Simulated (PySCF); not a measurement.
## Electronic structure of C$_{2}$H$_{5}$AlCl$_{2}$O (SMILES CC[O][Al]([Cl])[Cl]) in real space

```xyz
11

Al    1.0162    1.6188   -0.7811
Cl    2.8987    2.2273   -1.4154
Cl   -0.6813    2.5015   -1.6162
O     0.9093    0.4301    0.3959
C    -0.0665   -0.3748    0.9944
C    -0.7633   -1.2656   -0.0128
H     0.4286   -0.9903    1.7651
H    -0.8119    0.2514    1.5192
H    -1.5051   -1.9131    0.4794
H    -1.2920   -0.6615   -0.7680
H    -0.0347   -1.9092   -0.5296
```

Geometry: PBE0-D3(BJ)/def2-SVP.

Method: PBE0/pcSseg-1 Al:pcSseg-2, SCF density, gas phase, non-relativistic (PySCF 2.14.0).

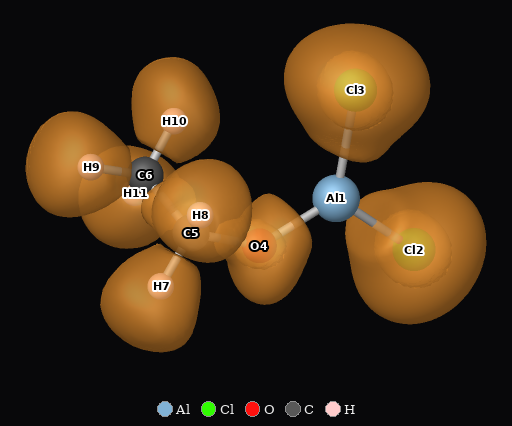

Figure 1. Isosurface of the ELF at 0.75 (orange), seen at a tilt. Core shells and regions of very low density are left out.

**Where are the electrons localised?**

The ELF exceeds this value in one region between bonded C–C atoms (shared pairs), five regions around hydrogen nuclei, two regions on Cl in which the atom's valence shell and bonds are merged and one region on O in which the atom's valence shell and bonds are merged.


C–O (1.40 Å): the ELF peaks at about 0.90 between the atoms; a polar covalent bond. C–C (1.51 Å): the ELF peaks at about 0.95 between the atoms, as expected for a shared electron pair.

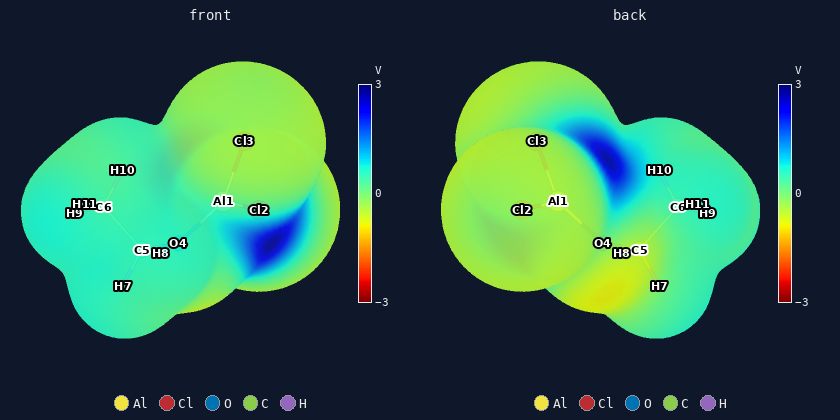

Figure 2. The electrostatic potential painted on the density surface at 0.001 e/bohr³, seen from the front and from behind; the colour scale runs from red (negative) to blue (positive).

**Describe the electrostatic potential map.**

The most negative region (about −0.9 V, or −21 kcal/mol for a unit charge) lies over O4, the most positive (about +2.6 V, or +60 kcal/mol for a unit charge) over Al1.

**What dipole moment does the calculation give?**

Its dipole moment is 2.24 D.

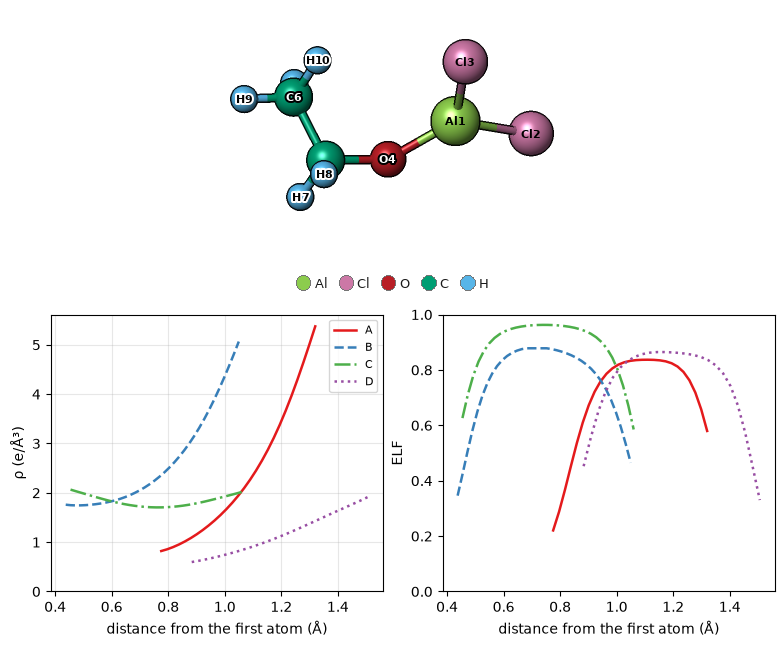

Figure 3. Electron density and ELF along straight lines between neighbouring atoms. The curves leave out the atomic cores. The structure is drawn too.

**Which curve belongs to which contact (Al–Cl, Al–O, C–C and C–O)? The first atom named is at distance zero.**

Curve A: Al–O (1.68 Å): ρ is about 0.95 e/Å³ halfway; the ELF peaks at about 0.85 in the valence shell of O, 0.6 Å from its nucleus, and is about 0.45 at the midpoint. Curve B: C–O (1.40 Å): the density is about 2.1 e/Å³ at the midpoint, with its minimum of 1.7 e/Å³ about 0.5 Å from C; the ELF peaks at about 0.90 between the atoms: a polar covalent bond. Curve C: C–C (1.51 Å): ρ at the midpoint is about 1.7 e/Å³; the ELF peaks at about 0.95 between the atoms, as expected for a covalent bond. Curve D: Al–Cl (2.08 Å): ρ is about 0.8 e/Å³ halfway; the ELF peaks at about 0.85 in the valence shell of Cl, 0.9 Å from its nucleus, and is about 0.85 at the midpoint.
